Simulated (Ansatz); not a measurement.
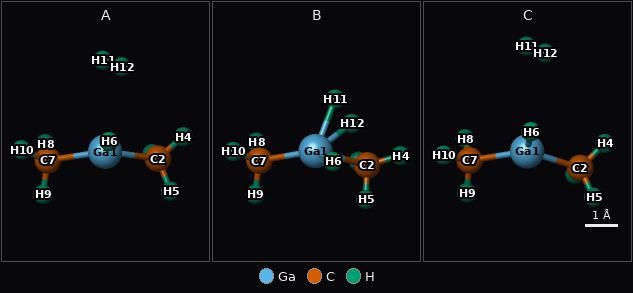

3 geometries from a converged minimum-energy path of C2H9Ga, made up of C2H7Ga and H2, shuffled. The picture is a ball-and-stick view, seen face on.

All numbers below come from RHF/def2-SVP (Ansatz 0.2.0). Settings: 9 movable images; climbing image; force threshold 0.05 eV/Å; iteration limit 60; starting path through a guess of the saddle point.

One of them is the converged climbing image. Which?

B. In order along the path, whose images run from 0 to 10: C (image 0, 0.0 kJ/mol), A (image 2, +1.2 kJ/mol), B (image 5, +186.5 kJ/mol). Breaking: C–Ga (1.99 → 4.04 Å), H–H (0.75 → 3.49 Å). Forming: C–H (3.79 → 1.09 Å), Ga–H (3.46 → 1.58 Å).

Limits of the set-up: the start holds two separate molecules, 3.4 Å apart at their closest, whose relative position is a soft coordinate and is computed without a dispersion correction; Hartree-Fock leaves out electron correlation.

The run took 2.2 min on 2 threads of Arm Neoverse V2, with other jobs on the host, peak memory 0.22 GiB.
